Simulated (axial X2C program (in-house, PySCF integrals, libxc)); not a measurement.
# HPH⁺: bond lengths and stretches, held linear

Aim: the two bond lengths and stretching wavenumbers of linear HPH⁺, with and without spin–orbit coupling, at PBE0, HF, LDA, MP2.

The runs use an in-house X2C program for linear molecules on PySCF integrals; all-electron X2C, two-component (2c) or spin-free, H dyall-v3z, P dyall-v3z.

All values are calculated.

2 further runs of the same task are left out: 2 set aside as unsound or not needed.

## 1. Set-up

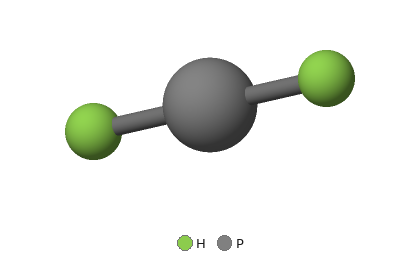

The atoms on one line, bonds 1.430 and 1.430 Å (hydrogen green, phosphorus grey).

task.json

```json
{"zs": [1, 15, 1], "q": 1, "bas": ["dyall-v3z", "dyall-v3z", "dyall-v3z"], "r0": [1.43, 1.43], "symm": 1, "scan": ["PBE0", "HF", "LDA"], "levels": ["PBE0", "HF", "LDA"], "nst": 2}
```

Keys: zs atomic numbers; q charge; bas basis sets; r0 starting distance in Å; symm equal bonds; scan levels of the two-bond scan (MP2 follows by itself at each HF point); levels methods; nst determinants followed.

The run is started by

```sh
$ python solin.py task.json out
```

Masses H 1.008, P 30.974, H 1.008 u.

## 2. Scan at PBE0, 2c

State: Ω = 1 (beyond evenly filled blocks: ω = -1/2, ω = 3/2). Energies above the lowest point, from the job's result record:

| r(H–P) (Å) | r(P–H) (Å) | E (meV) |
| --- | --- | --- |
| 1.3777 | 1.3777 | 26.86 |
| 1.3777 | 1.4130 | 13.68 |
| 1.3777 | 1.4483 | 26.88 |
| 1.4130 | 1.3777 | 13.68 |
| 1.4130 | 1.4130 | 0.00 |
| 1.4130 | 1.4483 | 12.69 |
| 1.4130 | 1.4837 | 47.57 |
| 1.4483 | 1.3777 | 26.88 |
| 1.4483 | 1.4130 | 12.69 |
| 1.4483 | 1.4483 | 24.87 |
| 1.4837 | 1.4130 | 47.57 |
| 1.4837 | 1.4837 | 93.09 |

A quadratic surface with cubic terms in each bond gives the minimum at 1.413 and 1.413 Å, force constants 3.4, 3.4 and coupling -0.07 mdyn/Å.

## 3. Scan at HF, 2c

State: Ω = 1 (beyond evenly filled blocks: ω = -1/2, ω = 3/2). Energies above the lowest point, from the job's result record:

| r(H–P) (Å) | r(P–H) (Å) | E (meV) |
| --- | --- | --- |
| 1.3777 | 1.3777 | 8.57 |
| 1.3777 | 1.4130 | 4.22 |
| 1.3777 | 1.4483 | 26.03 |
| 1.4130 | 1.3777 | 4.22 |
| 1.4130 | 1.4130 | 0.00 |
| 1.4130 | 1.4483 | 22.00 |
| 1.4130 | 1.4837 | 65.82 |
| 1.4483 | 1.3777 | 26.03 |
| 1.4483 | 1.4130 | 22.00 |
| 1.4483 | 1.4483 | 44.25 |
| 1.4837 | 1.4130 | 65.82 |
| 1.4837 | 1.4837 | 132.94 |

A quadratic surface with cubic terms in each bond gives the minimum at 1.401 and 1.401 Å, force constants 3.59, 3.59 and coupling 0.03 mdyn/Å.

## 4. Scan at LDA, 2c

State: Ω = 1 (beyond evenly filled blocks: ω = -1/2, ω = 3/2). Energies above the lowest point, from the job's result record:

| r(H–P) (Å) | r(P–H) (Å) | E (meV) |
| --- | --- | --- |
| 1.3777 | 1.3777 | 49.24 |
| 1.3777 | 1.4130 | 24.91 |
| 1.3777 | 1.4483 | 26.79 |
| 1.4130 | 1.3777 | 24.91 |
| 1.4130 | 1.4130 | 0.00 |
| 1.4130 | 1.4483 | 1.28 |
| 1.4130 | 1.4837 | 24.60 |
| 1.4483 | 1.3777 | 26.79 |
| 1.4483 | 1.4130 | 1.28 |
| 1.4483 | 1.4483 | 1.95 |
| 1.4837 | 1.4130 | 24.60 |
| 1.4837 | 1.4837 | 46.75 |

A quadratic surface with cubic terms in each bond gives the minimum at 1.429 and 1.429 Å, force constants 3.12, 3.12 and coupling -0.08 mdyn/Å.

## 5. Comparison

| level | r(H–P) (Å) | r(P–H) (Å) | lower stretch (cm⁻¹) | upper stretch (cm⁻¹) |
| --- | --- | --- | --- | --- |
| PBE0, 2c | 1.413 | 1.413 | 2368.0 | 2491.7 |
| HF, 2c | 1.401 | 1.401 | 2468.7 | 2524.0 |
| LDA, 2c | 1.429 | 1.429 | 2263.9 | 2395.5 |
| MP2, 2c | 1.404 | 1.404 | 2413.1 | 2579.8 |
| PBE0, spin-free | 1.413 | 1.413 | 2368.4 | 2492.0 |
| HF, spin-free | 1.400 | 1.400 | 2469.0 | 2524.4 |
| LDA, spin-free | 1.429 | 1.429 | 2264.4 | 2395.9 |
| MP2, spin-free | 1.404 | 1.404 | 2413.4 | 2580.0 |

Scans not shown above were run alike.

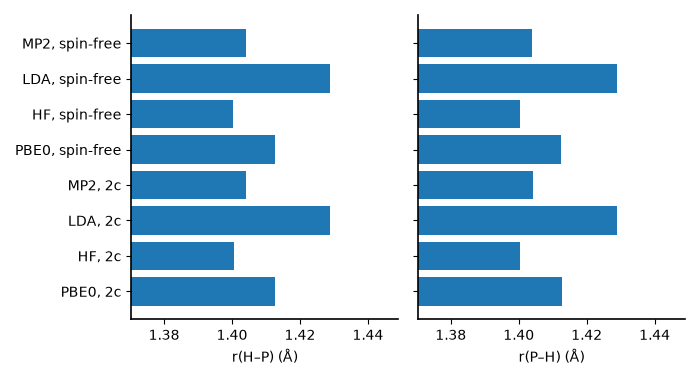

The two bond lengths by level.

**Reading.** Over the levels the H–P bond spans 1.400 to 1.429 Å and the P–H bond 1.400 to 1.429 Å. At PBE0 spin–orbit coupling leaves both bonds unchanged to 0.001 Å. Each state is one determinant, the lowest of a limited PBE0 search; the stretches come from a fit to few points and are good to some per cent at best. The stretches are sorted by size, and where the two bonds are alike the symmetric and antisymmetric modes can swap order between levels. MP2 freezes inner shells (threshold -2 hartree). The molecule was held linear; bending was not examined, so a bent shape may lie lower. Open-shell Ω = 0 determinants with evenly filled partner blocks cannot be reached by this program, so the Ω shown need not be the lowest component. Note: several unpaired electrons, one determinant need not be a pure state.
